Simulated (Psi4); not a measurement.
# Field calculation, with input and output: GaH3O

GaH3O (GaH2(OH)), computed with SCS-MP2/def2-QZVP, RHF, DKH2, in an applied electric field (Psi4 1.11).

The run did not end well. The geometry comes from this level: GFN2-xTB.

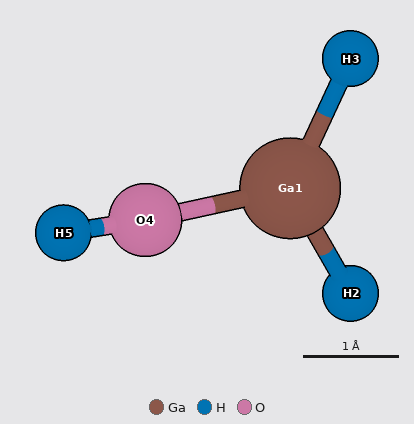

**Figure 1.** The structure (ball-and-stick view, seen at a tilt; atoms are numbered from 1 in the order of the input). Sticks mark near contacts. Bond lengths as drawn: Ga–H 1.54 Å, Ga–O 1.68 Å and H–O 0.95 Å.

Input (gah3o.in)
```
memory 1600 mb

molecule {
  0 1
  Ga     0.293780     0.490920    -0.110630
  H      1.826770     0.378040    -0.207030
  H     -0.531820     1.781830    -0.280820
  O     -0.535280    -0.937360     0.210110
  H     -1.053450    -1.713430     0.388370
  symmetry c1
  no_reorient
  no_com
}

set {
  scf_type           df
  freeze_core        true
  mp2_type           df
  perturb_h          true
  perturb_with       dipole
  perturb_dipole     [0.0, 0.01, 0.0]
  r_convergence      1e-05
  damping_percentage 40
  maxiter            50
  relativistic       dkh
  dkh_order          2
}

energy("scs-mp2/def2-QZVP")
```

Run on 1 thread of Intel Xeon (Sapphire Rapids), 16 GiB of memory available, shared host.

Command:
```bash
psi4 -i gah3o.in -o gah3o.out -n 1
```

Output
```
Psi4 1.11 release

Relativistic analytic gradients are not implemented yet, re-routing to finite differences.

   => Loading Basis Set <=

    Name: DEF2-QZVP
    Role: ORBITAL
    Keyword: BASIS

         ---------------------------------------------------------
                                   SCF
                              RHF Reference
                        1 Threads,   1525 MiB Core
         ---------------------------------------------------------

  ==> Geometry <==

    Molecular point group: c1
    Full point group: C1

    Geometry (in Angstrom), charge = 0, multiplicity = 1:

       Center              X                  Y                   Z               Mass
    ------------   -----------------  -----------------  -----------------  -----------------
         GA           0.293780000000     0.490920000000    -0.110630000000    68.925573500000
         H            1.826770000000     0.378040000000    -0.207030000000     1.007825032230
         H           -0.531820000000     1.781830000000    -0.280820000000     1.007825032230
         O           -0.535280000000    -0.937360000000     0.210110000000    15.994914619570
         H           -1.053450000000    -1.713430000000     0.388370000000     1.007825032230

  Running in c1 symmetry.

  Rotational constants: A =      4.43065  B =      0.33524  C =      0.31166 [cm^-1]
  Rotational constants: A = 132827.59025  B =  10050.16375  C =   9343.22726 [MHz]
  Nuclear repulsion =  113.711310482337751

  Charge       = 0
  Multiplicity = 1
  Electrons    = 42
  Nalpha       = 21
  Nbeta        = 21

  ==> Algorithm <==

  SCF Algorithm Type is DF.
  DIIS enabled.
  MOM disabled.
  Fractional occupation disabled.
  Guess Type is SAD.
  Energy threshold   = 1.00e-08
  Density threshold  = 1.00e-08
  Integral threshold = 1.00e-12

  ==> Primary Basis <==

  Basis Set: DEF2-QZVP
    Blend: DEF2-QZVP
    Number of shells: 72
    Number of basis functions: 222
    Number of Cartesian functions: 268
    Spherical Harmonics?: true
    Max angular momentum: 4

   => Loading Basis Set <=

    Name: (DEF2-QZVP AUX)
    Role: JKFIT
    Keyword: DF_BASIS_SCF

   => Loading Basis Set <=

    Name: (DEF2-QZVP AUX)
    Role: DECON
    Keyword: BASIS_RELATIVISTIC

  ==> Integral Setup <==

  DFHelper Memory: AOs need 0.154 GiB; user supplied 1.118 GiB.
  SCF_SUBTYPE=INCORE selected. In-core MEM_DF algorithm will be used.
  Using in-core AOs.

  ==> MemDFJK: Density-Fitted J/K Matrices <==

    J tasked:                   Yes
    K tasked:                   Yes
    wK tasked:                   No
    Memory [MiB]:              1144
    Algorithm:                 Core
    Schwarz Cutoff:           1E-12
    Mask sparsity (%):       3.4697
    Fitting Condition:        1E-10

   => Auxiliary Basis Set <=

  Basis Set: (DEF2-QZVP AUX)
    Blend: DEF2-UNIVERSAL-JKFIT
    Number of shells: 103
    Number of basis functions: 397
    Number of Cartesian functions: 524
    Spherical Harmonics?: true
    Max angular momentum: 5

  Perturbing V by 0.010000 mu(y).
    Computing 2-order Douglas-Kroll-Hess integrals.
    Adding Douglas-Kroll-Hess corrections to the potential integrals.
  Minimum eigenvalue in the overlap matrix is 1.7020303585E-04.
  Reciprocal condition number of the overlap matrix is 2.5919898490E-05.
    Using symmetric orthogonalization.

  ==> Pre-Iterations <==

  SCF Guess: Superposition of Atomic Densities via on-the-fly atomic UHF (no occupation information).

   -------------------------
    Irrep   Nso     Nmo
   -------------------------
     A        222     222
   -------------------------
    Total     222     222
   -------------------------

  ==> Iterations <==

                           Total Energy        Delta E     RMS |[F,P]|

   @DF-RHF iter SAD: -2009.63068652373727   -2.00963e+03   0.00000e+00
   @DF-RHF iter   1: -2014.35337787285744   -4.72269e+00   1.60642e-02 DIIS/ADIIS
   @DF-RHF iter   2: -2011.39864479433891    2.95473e+00   2.65616e-02 DIIS/ADIIS/DAMP=40%
   @DF-RHF iter   3: -1997.58423788817663    1.38144e+01   4.05200e-03 DIIS/ADIIS/DAMP=40%
   @DF-RHF iter   4: -2011.74869885515932   -1.41645e+01   5.55461e-03 DIIS/ADIIS/DAMP=40%
   @DF-RHF iter   5: -2013.22495511154693   -1.47626e+00   3.47512e-03 DIIS/ADIIS/DAMP=40%
   @DF-RHF iter   6: -2014.64299851028954   -1.41804e+00   2.76778e-03 DIIS/ADIIS/DAMP=40%
   @DF-RHF iter   7: -2015.26875975217399   -6.25761e-01   2.08067e-03 DIIS/ADIIS/DAMP=40%
   @DF-RHF iter   8: -2015.53240958531114   -2.63650e-01   1.46527e-03 DIIS/ADIIS/DAMP=40%
   @DF-RHF iter   9: -2015.62851235142830   -9.61028e-02   8.08707e-04 DIIS/ADIIS/DAMP=40%
   @DF-RHF iter  10: -2015.78866997391560   -1.60158e-01   3.30688e-04 DIIS/ADIIS/DAMP=40%
   @DF-RHF iter  11: -2016.05311033333896   -2.64440e-01   1.73227e-04 DIIS/ADIIS/DAMP=40%
   @DF-RHF iter  12: -2016.16915654054878   -1.16046e-01   9.59318e-05 DIIS/DAMP=40%
   @DF-RHF iter  13: -2016.22390237893751   -5.47458e-02   6.24408e-05 DIIS/DAMP=40%
   @DF-RHF iter  14: -2016.24867910729404   -2.47767e-02   4.56529e-05 DIIS/DAMP=40%
   @DF-RHF iter  15: -2016.24358101268786    5.09809e-03   1.24677e-05 DIIS/DAMP=40%
   @DF-RHF iter  16: -2016.26227785536003   -1.86968e-02   9.18075e-06 DIIS/DAMP=40%
   @DF-RHF iter  17: -2016.26649060822911   -4.21275e-03   5.79050e-06 DIIS/DAMP=40%
   @DF-RHF iter  18: -2016.26947692965382   -2.98632e-03   5.39097e-06 DIIS/DAMP=40%
   @DF-RHF iter  19: -2016.27587364803435   -6.39672e-03   1.35236e-05 DIIS/DAMP=40%
   @DF-RHF iter  20: -2016.27142643749448    4.44721e-03   1.27472e-05 DIIS/DAMP=40%
   @DF-RHF iter  21: -2016.26800072402011    3.42571e-03   8.45269e-06 DIIS/DAMP=40%
   @DF-RHF iter  22: -2016.26762043281451    3.80291e-04   4.69966e-06 DIIS/DAMP=40%
   @DF-RHF iter  23: -2016.27032720288503   -2.70677e-03   5.13886e-06 DIIS/DAMP=40%
   @DF-RHF iter  24: -2016.27107883343660   -7.51631e-04   5.77943e-06 DIIS/DAMP=40%
   @DF-RHF iter  25: -2016.26819163421396    2.88720e-03   2.05446e-06 DIIS/DAMP=40%
   @DF-RHF iter  26: -2016.27084414003662   -2.65251e-03   3.03971e-06 DIIS/DAMP=40%
   @DF-RHF iter  27: -2016.27047148008978    3.72660e-04   2.69953e-06 DIIS/DAMP=40%
   @DF-RHF iter  28: -2016.27156506129154   -1.09358e-03   3.91273e-06 DIIS/DAMP=40%
   @DF-RHF iter  29: -2016.27097313361423    5.91928e-04   3.94435e-06 DIIS/DAMP=40%
   @DF-RHF iter  30: -2016.26969612772496    1.27701e-03   2.44860e-06 DIIS/DAMP=40%
   @DF-RHF iter  31: -2016.26753468637207    2.16144e-03   3.05252e-06 DIIS/DAMP=40%
   @DF-RHF iter  32: -2016.26836003595963   -8.25350e-04   5.78153e-06 DIIS/DAMP=40%
   @DF-RHF iter  33: -2016.26900066615121   -6.40630e-04   8.32340e-06 DIIS/DAMP=40%
   @DF-RHF iter  34: -2016.26988090589339   -8.80240e-04   1.08817e-05 DIIS/DAMP=40%
   @DF-RHF iter  35: -2016.26680822912226    3.07268e-03   1.62912e-05 DIIS/DAMP=40%
   @DF-RHF iter  36: -2016.27079208399550   -3.98385e-03   1.40929e-05 DIIS/DAMP=40%
   @DF-RHF iter  37: -2016.27046431157487    3.27772e-04   1.35163e-05 DIIS/DAMP=40%
   @DF-RHF iter  38: -2016.27472092371727   -4.25661e-03   7.65675e-06 DIIS/DAMP=40%
   @DF-RHF iter  39: -2016.27404707946926    6.73844e-04   3.39601e-06 DIIS/DAMP=40%
   @DF-RHF iter  40: -2016.27228088634115    1.76619e-03   1.68031e-06 DIIS/DAMP=40%
   @DF-RHF iter  41: -2016.27105985135086    1.22103e-03   1.64025e-06 DIIS/DAMP=40%
   @DF-RHF iter  42: -2016.27084613317174    2.13718e-04   1.64774e-06 DIIS/DAMP=40%
   @DF-RHF iter  43: -2016.27095004131093   -1.03908e-04   1.45159e-06 DIIS/DAMP=40%
   @DF-RHF iter  44: -2016.27095741111179   -7.36980e-06   1.27959e-06 DIIS/DAMP=40%
   @DF-RHF iter  45: -2016.27085321070695    1.04200e-04   1.28340e-06 DIIS/DAMP=40%
   @DF-RHF iter  46: -2016.27089014400599   -3.69333e-05   1.23203e-06 DIIS/DAMP=40%
   @DF-RHF iter  47: -2016.27077209896242    1.18045e-04   1.27859e-06 DIIS/DAMP=40%
   @DF-RHF iter  48: -2016.27076314893202    8.95003e-06   1.25410e-06 DIIS/DAMP=40%
   @DF-RHF iter  49: -2016.27150813225649   -7.44983e-04   4.44093e-07 DIIS/DAMP=40%
   @DF-RHF iter  50: -2016.27083186626533    6.76266e-04   4.01130e-07 DIIS/DAMP=40%

PsiException: Could not converge SCF iterations in 50 iterations.

  Failed to converge.

psi4.driver.p4util.exceptions.SCFConvergenceError: Could not converge SCF iterations in 50 iterations.

Printing out the relevant lines from the Psithon --> Python processed input file:
    core.set_global_option("R_CONVERGENCE", 1e-05)
    core.set_global_option("DAMPING_PERCENTAGE", 40)
    core.set_global_option("MAXITER", 50)
    core.set_global_option("RELATIVISTIC", "dkh")
    core.set_global_option("DKH_ORDER", 2)
--> energy("scs-mp2/def2-QZVP")

!------------------------------------------------------!
!                                                      !
!  Could not converge SCF iterations in 50 iterations. !
!                                                      !
!------------------------------------------------------!

    Psi4 run time: 0:00:08.11
```

Outcome

```csv
quantity,value
outcome,not converged
wall time,9.6 s
peak memory,0.44 GiB
```

Diagnosis

Settings chosen away from the usual ones: r_convergence set to 1e-05; damping_percentage set to 40. The run did not converge: “Could not converge SCF iterations in 50 iterations.” Its last values are not results.
